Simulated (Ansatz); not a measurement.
# C₆H₁₅Cl₃InP: how energies converge with the basis set

Aim: see how fast density functionals converge with the basis set for C₆H₁₅Cl₃InP.

Program: Ansatz 0.2.0, Gaussian basis. Level of theory: one geometry, several basis sets. These are calculated values, not measurements.

The runs, in order: PBE0-D4/def2-SVP; ωB97M-V/def2-SVP; PBE0-D4/def2-QZVPP; ωB97M-V/def2-QZVPP; the functionals' def2-TZVPP values are taken from earlier runs.

## 1. The geometry

An earlier PBE0-D4 in a triple-zeta def2 set relaxation fixed the geometry. In takes the def2 core potential; no spin-orbit term is included.

SMILES `CC[P+](CC)(CC)[In-]([Cl])([Cl])[Cl]`, 26 atoms, charge 0, spin multiplicity 1.

Atoms are counted from 1 here; the program's logs count them from 0.

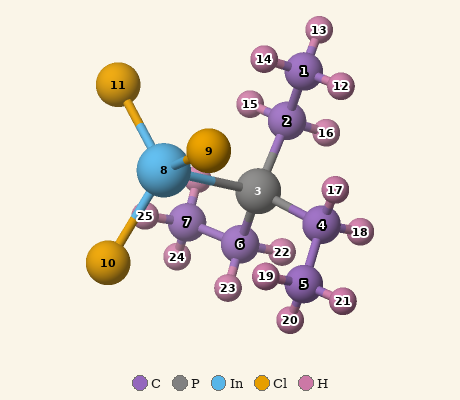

The geometry (carbon purple, phosphorus grey, indium blue, chlorine amber, hydrogen pink); atoms are numbered from 1 in the order of the file.

## 2. PBE0-D4 in def2-SVP

in.yaml

```yaml
crystal:
  periodic: [false, false, false]
  atoms:
    - {symbol: C, position_ang: [1.441235, 2.306969, 0.660943]}
    - {symbol: C, position_ang: [0.656473, 1.163181, 1.288117]}
    - {symbol: P, position_ang: [-0.064993, 0.035566, 0.056251]}
    - {symbol: C, position_ang: [-1.313004, 0.980704, -0.870432]}
    - {symbol: C, position_ang: [-1.995595, 0.161070, -1.956583]}
    - {symbol: C, position_ang: [-0.948235, -1.264959, 0.971692]}
    - {symbol: C, position_ang: [-0.020887, -2.152128, 1.790482]}
    - {symbol: In, position_ang: [1.735663, -0.951801, -1.500814]}
    - {symbol: Cl, position_ang: [1.809957, 0.610385, -3.254811]}
    - {symbol: Cl, position_ang: [0.839283, -3.051520, -2.058010]}
    - {symbol: Cl, position_ang: [3.634182, -1.002539, -0.116407]}
    - {symbol: H, position_ang: [0.809215, 2.947856, 0.043841]}
    - {symbol: H, position_ang: [1.880609, 2.929066, 1.442498]}
    - {symbol: H, position_ang: [2.256841, 1.933098, 0.038660]}
    - {symbol: H, position_ang: [1.318430, 0.551679, 1.907418]}
    - {symbol: H, position_ang: [-0.150293, 1.531127, 1.931192]}
    - {symbol: H, position_ang: [-0.782647, 1.825694, -1.318007]}
    - {symbol: H, position_ang: [-2.036625, 1.386866, -0.155435]}
    - {symbol: H, position_ang: [-1.270958, -0.220367, -2.678769]}
    - {symbol: H, position_ang: [-2.544857, -0.687683, -1.545651]}
    - {symbol: H, position_ang: [-2.707536, 0.784022, -2.500599]}
    - {symbol: H, position_ang: [-1.708573, -0.787106, 1.598870]}
    - {symbol: H, position_ang: [-1.470144, -1.863550, 0.220067]}
    - {symbol: H, position_ang: [-0.597716, -2.932400, 2.289818]}
    - {symbol: H, position_ang: [0.719305, -2.643386, 1.155720]}
    - {symbol: H, position_ang: [0.510871, -1.589843, 2.559907]}
basis:
  gaussian: {orbitals: def2-SVP}
hamiltonian: {xc: pbe0, dispersion: d4}
output: {orbitals: {seedname: orbitals}}
```

Launch:

```
$ ansatz run in.yaml --threads 11 --pin off --events-out ev --progress --plain --max-ram 174080MiB --backend cpu
```

Log:

```text
Functional definition: PBE0
  name "PBE0"
  cite "Adamo & Barone, J. Chem. Phys. 110, 6158 (1999) doi:10.1063/1.478522"
  cite "Perdew, Burke & Ernzerhof, Phys. Rev. Lett. 77, 3865 (1996) doi:10.1103/PhysRevLett.77.3865"
  parent pbe
  parameter a = 0.25
  parameter kappa = 0.804
  parameter beta = 0.06672455060314922
  exchange = (1 - a)*pbe_x(kappa = kappa, mu = beta*pi^2/3) + a*exact_x
  correlation = pbe_c(beta = beta)
2627 factors; integrals over basis functions are off by at most 1.2e-3 eV
mean field evaluation 1: about -58446.8386 eV, gradient 7.3e1 eV
mean field evaluation 2: about -58443.6315 eV, gradient 8.0e1 eV
mean field evaluation 4: about -58459.9528 eV, gradient 2.6e0 eV
mean field evaluation 8: about -58460.4236 eV, gradient 2.8e-1 eV
mean field evaluation 16: about -58460.4238 eV, gradient 1.1e-4 eV
mean field -58460.42384811 eV, -2148.3809505197 hartree, gradient 3.0e-5 eV, S^2 0.000000; 0 other end points of the search recorded, 0 dependent functions left out
reference -58460.42389453 eV, -2148.3809522254 hartree; 69, 69 occupied and 188, 188 virtual orbitals, 2627 factors
Total energy: -58461.29309102 eV, -2148.4128946074 hartree
```

Wall time 3.8 s (11 threads of AMD EPYC 7R13, shared host).

## 3. ωB97M-V in def2-SVP

Changes to in.yaml since step 2:

```diff
@@ -31,3 +31,3 @@
   gaussian: {orbitals: def2-SVP}
-hamiltonian: {xc: pbe0, dispersion: d4}
+hamiltonian: {xc: {name: wB97M-V}}
 output: {orbitals: {seedname: orbitals}}
```

Same command.

Log, shortened:

```text
Functional definition: wB97M-V
  name "wB97M-V"
  cite "Mardirossian & Head-Gordon, J. Chem. Phys. 144, 214110 (2016) doi:10.1063/1.4952647"
  cite "Becke, J. Chem. Phys. 107, 8554 (1997) doi:10.1063/1.475007"
  cite "Vydrov & Van Voorhis, J. Chem. Phys. 133, 244103 (2010) doi:10.1063/1.3521275"
  # Of w^i u^j: cxij and so on, Table III.
[...]
  gx(w, u) = 1 - cx + cx01*u + cx10*w
  gss(w, u) = css00 + css04*u^4 + css10*w + css20*w^2 + css43*w^4*u^3
  gos(w, u) = cos00 + cos10*w + (cos20 + cos21*u)*w^2 + (cos60 + cos61*u)*w^6
[...]
      + integral(e_c_pw_mod_opposite_spin*gos(b97_w_opposite, b97_u_opposite)) + vv10(b, c)
2627 factors; integrals over basis functions are off by at most 1.2e-3 eV
717 factors; integrals over basis functions are off by at most 4.4e-6 eV
[...]
mean field -58476.49178488 eV, -2148.9714363048 hartree, gradient 4.6e-5 eV, S^2 0.000000; 0 other end points of the search recorded, 0 dependent functions left out
reference -58476.49185669 eV, -2148.9714389437 hartree; 69, 69 occupied and 188, 188 virtual orbitals, 2627 factors
Total energy: -58476.49185669 eV, -2148.9714389437 hartree
```

It took 10 s on 11 threads of AMD EPYC 7R13, shared host.

## 4. PBE0-D4 in def2-QZVPP

Changes to in.yaml since step 3:

```diff
@@ -30,4 +30,4 @@
 basis:
-  gaussian: {orbitals: def2-SVP}
-hamiltonian: {xc: {name: wB97M-V}}
+  gaussian: {orbitals: "def2-QZVPP.json"}
+hamiltonian: {xc: pbe0, dispersion: d4}
 output: {orbitals: {seedname: orbitals}}
```

Launch:

```
$ ansatz run in.yaml --threads 11 --pin off --events-out ev --progress --plain --max-ram 174080MiB --backend cuda --devices 0, --max-vram 75GiB
```

Log:

```text
Functional definition: PBE0
  name "PBE0"
  cite "Adamo & Barone, J. Chem. Phys. 110, 6158 (1999) doi:10.1063/1.478522"
  cite "Perdew, Burke & Ernzerhof, Phys. Rev. Lett. 77, 3865 (1996) doi:10.1103/PhysRevLett.77.3865"
  parent pbe
  parameter a = 0.25
  parameter kappa = 0.804
  parameter beta = 0.06672455060314922
  exchange = (1 - a)*pbe_x(kappa = kappa, mu = beta*pi^2/3) + a*exact_x
  correlation = pbe_c(beta = beta)
3956 factors; their error is unknown
mean field evaluation 1: about -58465.9989 eV, gradient 9.3e1 eV
mean field evaluation 2: about -58460.0424 eV, gradient 1.0e2 eV
mean field evaluation 4: about -58485.4244 eV, gradient 4.6e0 eV
mean field evaluation 8: about -58485.4694 eV, gradient 7.1e-2 eV
mean field evaluation 16: about -58485.5630 eV, gradient 3.3e-4 eV
mean field -58485.56302955 eV, -2149.3047983976 hartree, gradient 7.3e-5 eV, S^2 0.000000; 0 other end points of the search recorded, 0 dependent functions left out
reference -58485.56308976 eV, -2149.3048006103 hartree; 69, 69 occupied and 1085, 1085 virtual orbitals, 3956 factors
Total energy: -58486.43228626 eV, -2149.3367429923 hartree
```

Wall time 5.5 s (1 × H100 with 11 threads of AMD EPYC 7R13, shared host).

## 5. ωB97M-V in def2-QZVPP

Changes to in.yaml since step 4:

```diff
@@ -31,3 +31,3 @@
   gaussian: {orbitals: "def2-QZVPP.json"}
-hamiltonian: {xc: pbe0, dispersion: d4}
+hamiltonian: {xc: {name: wB97M-V}}
 output: {orbitals: {seedname: orbitals}}
```

Launched as before.

Log, shortened:

```text
Functional definition: wB97M-V
  name "wB97M-V"
  cite "Mardirossian & Head-Gordon, J. Chem. Phys. 144, 214110 (2016) doi:10.1063/1.4952647"
  cite "Becke, J. Chem. Phys. 107, 8554 (1997) doi:10.1063/1.475007"
  cite "Vydrov & Van Voorhis, J. Chem. Phys. 133, 244103 (2010) doi:10.1063/1.3521275"
  # Of w^i u^j: cxij and so on, Table III.
[...]
  gx(w, u) = 1 - cx + cx01*u + cx10*w
  gss(w, u) = css00 + css04*u^4 + css10*w + css20*w^2 + css43*w^4*u^3
  gos(w, u) = cos00 + cos10*w + (cos20 + cos21*u)*w^2 + (cos60 + cos61*u)*w^6
[...]
      + integral(e_c_pw_mod_opposite_spin*gos(b97_w_opposite, b97_u_opposite)) + vv10(b, c)
3836 factors; their error is unknown
896 factors; integrals over basis functions are off by at most 1.1e-5 eV
[...]
mean field -58501.92675125 eV, -2149.9061540784 hartree, gradient 2.8e-5 eV, S^2 0.000000; 0 other end points of the search recorded, 0 dependent functions left out
reference -58501.92684789 eV, -2149.9061576298 hartree; 69, 69 occupied and 1085, 1085 virtual orbitals, 3836 factors
Total energy: -58501.92684789 eV, -2149.9061576298 hartree
```

Run time: 8.5 s. Hardware: 1 × H100 with 11 threads of AMD EPYC 7R13, shared host.

## 6. Functionals by basis

The def2-TZVPP values come from earlier runs at the same geometry.

```csv
functional,basis,functions,energy (eV),from the largest (eV),HOMO (eV),LUMO (eV)
PBE0-D4,def2-SVP,257,-58461.2931,25.139,-7.76,-0.81
PBE0-D4,def2-TZVPP,614,-58484.6363,1.796,-7.87,-1.03
PBE0-D4,def2-QZVPP,1154,-58486.4323,0.000,-7.88,-1.10
ωB97M-V,def2-SVP,257,-58476.4919,25.435,-9.82,1.23
ωB97M-V,def2-TZVPP,614,-58500.1974,1.729,-9.96,0.87
ωB97M-V,def2-QZVPP,1154,-58501.9268,0.000,-9.98,0.68
```

## 7. Results

| quantity | value |
| --- | --- |
| PBE0-D4: double and triple zeta above quadruple | 25.14, 1.80 eV |
| ωB97M-V: double and triple zeta above quadruple | 25.43, 1.73 eV |

For PBE0-D4 the step from double to triple zeta gains 23.34 eV and the next only 1.80 eV. These are total energies; as a rule much of such shifts cancels in differences, which this series doesn't test. The LUMO of ωB97M-V is positive and keeps falling with the basis (1.23 to 0.68 eV): an unbound level that the basis holds in place.
